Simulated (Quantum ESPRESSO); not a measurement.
# Collinear magnetic orders of LaMnSi2 with Quantum ESPRESSO

Wanted: the moments of LaMnSi2 and the energy of each order that was tried.

Main program and level: Quantum ESPRESSO 7.5; PBEsol; plane waves with GBRV 1.5 PBEsol potentials, no spin-orbit coupling.

**1. The structure**

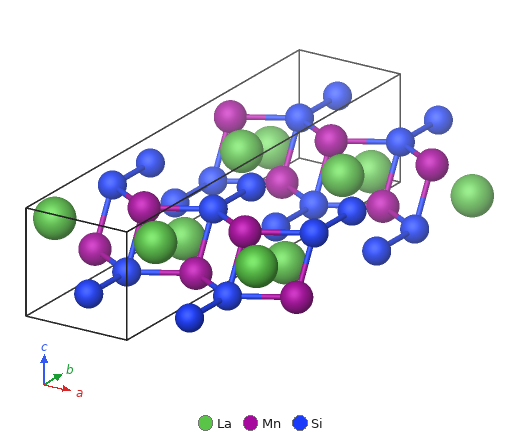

Start, viewed from a free direction; lanthanum green, manganese purple, silicon blue. 2×1×1 cells are drawn. This picture shows the conventional cell, with its axes. Some periodic images of atoms are drawn too.

The cell comes from the Crystallography Open Database.

**2. Run 1 (ferro ++)**

The signs are those of the starting moments on the seeded atoms, the atoms that are given a moment.

Contents of pw.in:

```
&CONTROL
  calculation = 'scf'
  prefix = 'pwscf'
  outdir = './tmp'
  pseudo_dir = './pseudo'
  disk_io = 'nowf'
/
&SYSTEM
  ibrav = 0
  nat = 8
  ntyp = 3
  ecutwfc = 40
  ecutrho = 280
  nbnd = 49
  occupations = 'smearing'
  smearing = 'fd'
  degauss = 0.00734986
  nspin = 2
  starting_magnetization(1) = 0
  starting_magnetization(2) = 0.2333
  starting_magnetization(3) = 0
/
&ELECTRONS
  conv_thr = 1.6d-08
  electron_maxstep = 150
  mixing_beta = 0.3
/
ATOMIC_SPECIES
La    138.9055 la_pbesol_v1.uspp.F.UPF
Mn     54.9380 mn_pbesol_v1.5.uspp.F.UPF
Si     28.0850 si_pbesol_v1.uspp.F.UPF
CELL_PARAMETERS angstrom
   2.0955000000   -8.8400000000    0.0000000000
   2.0955000000    8.8400000000    0.0000000000
   0.0000000000    0.0000000000    4.0730000000
ATOMIC_POSITIONS crystal
La      0.8948000000    0.1052000000    0.2500000000
La      0.1052000000    0.8948000000    0.7500000000
Mn      0.2522000000    0.7478000000    0.2500000000
Mn      0.7478000000    0.2522000000    0.7500000000
Si      0.5450000000    0.4550000000    0.2500000000
Si      0.4550000000    0.5450000000    0.7500000000
Si      0.6840000000    0.3160000000    0.2500000000
Si      0.3160000000    0.6840000000    0.7500000000
K_POINTS automatic
6 6 6 0 0 0
```

On the command line:

```bash
> OMP_NUM_THREADS=1 mpirun -n 4 pw.x -nk 4 -in pw.in > pw.out
```

Output:

```text
Program PWSCF v.7.5 starts

     Message from routine setup:
     using ibrav=0 with symmetry is DISCOURAGED, use correct ibrav instead

     K-points division:     npool     =       4
     Subspace diagonalization in iterative solution of the eigenvalue problem:

     G-vector sticks info
     --------------------
     sticks:   dense  smooth     PW     G-vecs:    dense   smooth      PW
     Sum        2945    1681    551                80557    34779    6475

     Using Slab Decomposition

     bravais-lattice index     =            0
     lattice parameter (alat)  =      17.1681  a.u.
     unit-cell volume          =    1018.3122 (a.u.)^3
     number of atoms/cell      =            8
     number of atomic types    =            3
     number of electrons       =        68.00
     number of Kohn-Sham states=           49
     kinetic-energy cutoff     =      40.0000  Ry
     charge density cutoff     =     280.0000  Ry
     scf convergence threshold =      1.6E-08
     mixing beta               =       0.3000
     number of iterations used =            8  plain     mixing
     Exchange-correlation= SLA  PW   PSX  PSC
                           (   1   4  10   8   0   0   0)

     celldm(1)=  17.168109  celldm(2)=   0.000000  celldm(3)=   0.000000
     celldm(4)=   0.000000  celldm(5)=   0.000000  celldm(6)=   0.000000

     crystal axes: (cart. coord. in units of alat)
               a(1) = (   0.230656  -0.973035   0.000000 )
               a(2) = (   0.230656   0.973035   0.000000 )
               a(3) = (   0.000000   0.000000   0.448323 )

     reciprocal axes: (cart. coord. in units 2 pi/alat)
               b(1) = (  2.167734 -0.513856  0.000000 )
               b(2) = (  2.167734  0.513856 -0.000000 )
               b(3) = ( -0.000000  0.000000  2.230536 )

     PseudoPot. # 1 for La read from file:
     la_pbesol_v1.uspp.F.UPF
     Pseudo is Ultrasoft + core correction, Zval = 11.0
     Generated by new atomic code, or converted to UPF format
     Using radial grid of  995 points,  8 beta functions with:
                l(1) =   0
                l(2) =   0
                l(3) =   1
                l(4) =   1
                l(5) =   2
                l(6) =   2
                l(7) =   3
                l(8) =   3
     Q(r) pseudized with  8 coefficients,  rinner =    1.700   1.700   1.700
                                                       1.700   1.700   1.700
                                                       1.700

     PseudoPot. # 2 for Mn read from file:
     mn_pbesol_v1.5.uspp.F.UPF
     Pseudo is Ultrasoft + core correction, Zval = 15.0
     Generated by new atomic code, or converted to UPF format
     Using radial grid of  859 points,  6 beta functions with:
                l(1) =   0
                l(2) =   0
                l(3) =   1
                l(4) =   1
                l(5) =   2
                l(6) =   2
     Q(r) pseudized with  8 coefficients,  rinner =    0.950   0.950   0.950
                                                       0.950   0.950

     PseudoPot. # 3 for Si read from file:
     si_pbesol_v1.uspp.F.UPF
     Pseudo is Ultrasoft + core correction, Zval =  4.0
     Generated by new atomic code, or converted to UPF format
     Using radial grid of  899 points,  6 beta functions with:
                l(1) =   0
                l(2) =   0
                l(3) =   1
                l(4) =   1
                l(5) =   2
                l(6) =   2
     Q(r) pseudized with  8 coefficients,  rinner =    0.900   0.900   0.900
                                                       0.900   0.900

     atomic species   valence    mass     pseudopotential
     La               11.00   138.90550     La( 1.00)
     Mn               15.00    54.93800     Mn( 1.00)
     Si                4.00    28.08500     Si( 1.00)

     Starting magnetic structure
     atomic species   magnetization
     La              0.000
     Mn              0.233
     Si              0.000

      8 Sym. Ops., with inversion, found ( 4 have fractional translation)

   Cartesian axes

     site n.     atom                  positions (alat units)
         1        La     tau(   1) = (   0.2306556  -0.7683088   0.1120807  )
         2        La     tau(   2) = (   0.2306556   0.7683088   0.3362421  )
         3        Mn     tau(   3) = (   0.2306556   0.4822364   0.1120807  )
         4        Mn     tau(   4) = (   0.2306556  -0.4822364   0.3362421  )
         5        Si     tau(   5) = (   0.2306556  -0.0875732   0.1120807  )
         6        Si     tau(   6) = (   0.2306556   0.0875732   0.3362421  )
         7        Si     tau(   7) = (   0.2306556  -0.3580770   0.1120807  )
         8        Si     tau(   8) = (   0.2306556   0.3580770   0.3362421  )

     number of k points=    52  Fermi-Dirac smearing, width (Ry)=  0.0073
                       cart. coord. in units 2pi/alat
        k(    1) = (   0.0000000   0.0000000   0.0000000), wk =   0.0046296
        k(    2) = (   0.0000000   0.0000000   0.3717560), wk =   0.0092593
        k(    3) = (   0.0000000   0.0000000   0.7435119), wk =   0.0092593
        k(    4) = (   0.0000000   0.0000000  -1.1152679), wk =   0.0046296
        k(    5) = (   0.3612890   0.0856426   0.0000000), wk =   0.0185185
        [... 47 further k-points ...]

     Dense  grid:    80557 G-vectors     FFT dimensions: (  96,  96,  48)

     Smooth grid:    34779 G-vectors     FFT dimensions: (  72,  72,  32)

     Check: negative core charge=   -0.000017
     Generating pointlists ...
     new r_m :   0.1412 (alat units)  2.4242 (a.u.) for type    1
     new r_m :   0.1057 (alat units)  1.8147 (a.u.) for type    2
     new r_m :   0.1057 (alat units)  1.8147 (a.u.) for type    3

     Initial potential from superposition of free atoms

     starting charge      66.9385, renormalised to      68.0000

     negative rho (up, down):  7.687E-02 7.694E-02
     Starting wfcs are   82 randomized atomic wfcs

     Self-consistent Calculation

     iteration #  1     ecut=    40.00 Ry     beta= 0.30
     Davidson diagonalization with overlap
     ethr =  1.00E-02,  avg # of iterations =  2.1

     negative rho (up, down):  7.206E-02 7.136E-02

     total energy              =    -664.30135368 Ry
     estimated scf accuracy    <       2.61734782 Ry

     total magnetization       =     4.51 Bohr mag/cell
     absolute magnetization    =     5.18 Bohr mag/cell

     iteration #  2     ecut=    40.00 Ry     beta= 0.30
     Davidson diagonalization with overlap
     ethr =  3.85E-03,  avg # of iterations =  4.7

     negative rho (up, down):  6.497E-02 6.418E-02

     total energy              =    -663.39683071 Ry
     estimated scf accuracy    <      24.15352510 Ry

     total magnetization       =     3.76 Bohr mag/cell
     absolute magnetization    =     4.21 Bohr mag/cell

     iteration #  3     ecut=    40.00 Ry     beta= 0.30
     Davidson diagonalization with overlap
     ethr =  3.85E-03,  avg # of iterations =  3.9

     negative rho (up, down):  6.185E-02 6.114E-02

     total energy              =    -665.05515825 Ry
     estimated scf accuracy    <       1.05100632 Ry

     total magnetization       =     4.25 Bohr mag/cell
     absolute magnetization    =     5.10 Bohr mag/cell

     [... further iterations left out ...]

     iteration # 16     ecut=    40.00 Ry     beta= 0.30
     Davidson diagonalization with overlap
     ethr =  8.04E-10,  avg # of iterations =  4.5

     negative rho (up, down):  5.708E-02 5.530E-02

     total energy              =    -665.13177384 Ry
     estimated scf accuracy    <       0.00000076 Ry

     total magnetization       =     3.40 Bohr mag/cell
     absolute magnetization    =     4.05 Bohr mag/cell

     iteration # 17     ecut=    40.00 Ry     beta= 0.30
     Davidson diagonalization with overlap
     ethr =  8.04E-10,  avg # of iterations =  1.6

     negative rho (up, down):  5.708E-02 5.530E-02

     total energy              =    -665.13177384 Ry
     estimated scf accuracy    <       0.00000018 Ry

     total magnetization       =     3.40 Bohr mag/cell
     absolute magnetization    =     4.05 Bohr mag/cell

     iteration # 18     ecut=    40.00 Ry     beta= 0.30
     Davidson diagonalization with overlap
     ethr =  2.69E-10,  avg # of iterations =  4.0

     negative rho (up, down):  5.708E-02 5.530E-02

     total energy              =    -665.13177389 Ry
     estimated scf accuracy    <       0.00000015 Ry

     total magnetization       =     3.40 Bohr mag/cell
     absolute magnetization    =     4.05 Bohr mag/cell

     iteration # 19     ecut=    40.00 Ry     beta= 0.30
     Davidson diagonalization with overlap
     ethr =  2.21E-10,  avg # of iterations =  2.8

     negative rho (up, down):  5.708E-02 5.530E-02

     Magnetic moment per site  (integrated on atomic sphere of radius R)
     atom   1 (R=0.141)  charge=  8.3204  magn= -0.0121
     atom   2 (R=0.141)  charge=  8.3204  magn= -0.0121
     atom   3 (R=0.106)  charge= 12.9598  magn=  1.6977
     atom   4 (R=0.106)  charge= 12.9598  magn=  1.6977
     atom   5 (R=0.106)  charge=  1.6963  magn= -0.0061
     atom   6 (R=0.106)  charge=  1.6963  magn= -0.0061
     atom   7 (R=0.106)  charge=  1.8019  magn= -0.0621
     atom   8 (R=0.106)  charge=  1.8019  magn= -0.0621

     End of self-consistent calculation

     Number of k-points >= 100: set verbosity='high' to print the bands.

     the Fermi energy is    11.9077 ev

!    total energy              =    -665.13177393 Ry
     estimated scf accuracy    <          1.8E-09 Ry
     smearing contrib. (-TS)   =      -0.01079956 Ry
     internal energy E=F+TS    =    -665.12097437 Ry

     The total energy is F=E-TS. E is the sum of the following terms:
     one-electron contribution =    -423.17579279 Ry
     hartree contribution      =     242.84613727 Ry
     xc contribution           =    -167.66217929 Ry
     ewald contribution        =    -317.12913956 Ry

     total magnetization       =     3.40 Bohr mag/cell
     absolute magnetization    =     4.05 Bohr mag/cell

     convergence has been achieved in  19 iterations

=------------------------------------------------------------------------------=
   JOB DONE.
=------------------------------------------------------------------------------=
```

The job ended after 5.3 min (4 MPI ranks of Arm Neoverse V2, shared host; peak memory 1.6 GiB).

Spin moment in the atom's sphere by atom:

```
atom  spin moment in the atom's sphere (μB)
 La1                                  -0.01
 La2                                  -0.01
 Mn3                                   1.70
 Mn4                                   1.70
 Si5                                  -0.01
 Si6                                  -0.01
 Si7                                  -0.06
 Si8                                  -0.06
```

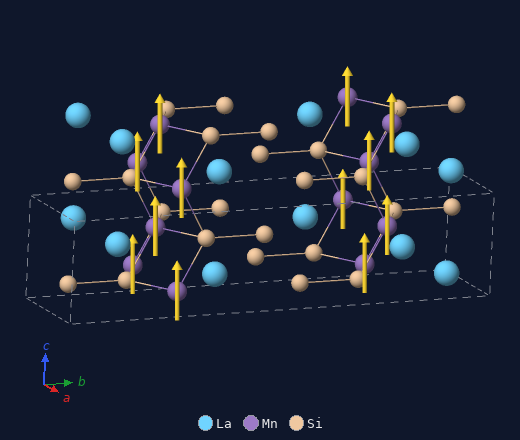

Spin moment in the atom's sphere as arrows, the longest 1.70 μB. Up and down stand for the sign. Arrows give size and sign along the axis of quantisation, drawn up and down the page. 1×1×2 conventional cells are drawn. Some periodic images of atoms are drawn too.

Numbers from this step:

* smearing term TS: 0.1469 eV
* magnetization: 3.395 μB
* absolute magnetization: 4.052 μB
* final state: ferromagnetic

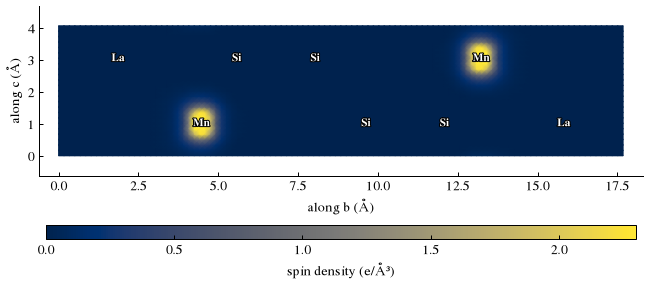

Spin density in the bc plane of the conventional cell at fractional x = 0.000, with atoms of La and Mn and Si within 0.2 Å of it.

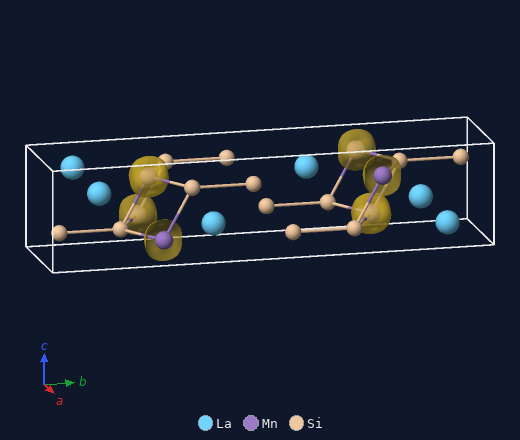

Surface of spin density = 0.19 e/Å³, which holds about 70 % of the integral of its size.

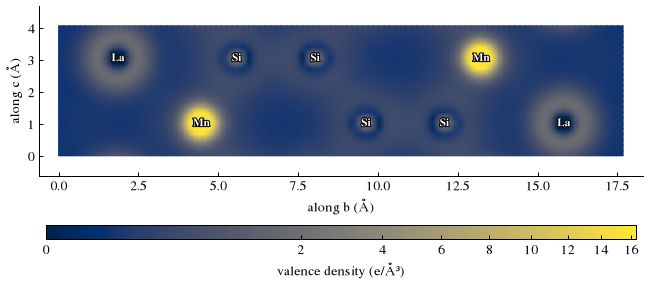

Valence density in the bc plane of the conventional cell at fractional x = 0.000, with atoms of La and Mn and Si within 0.2 Å of it. It is the smooth field of the valence electrons, not physical close to the nuclei. The colour scale is stretched toward low values.

(Continued in part 2 of 2.)

[Logs and program files are shortened in this print: banners, set-up blocks, solver, clock and traceback lines can be left out without a mark of their own.]

[Logs are printed without paths, hosts, clocks, repeated set-up lines and the standing remarks that a program may print on its own settings, such as how far it seeks lower states.]

[Hosts, paths, dates, database ids (printed as entryN), source tags and the programs' standing remarks are cut or masked in the printed files.]

[Where a cell is said to come from a database of computed structures, the database is the Materials Project.]
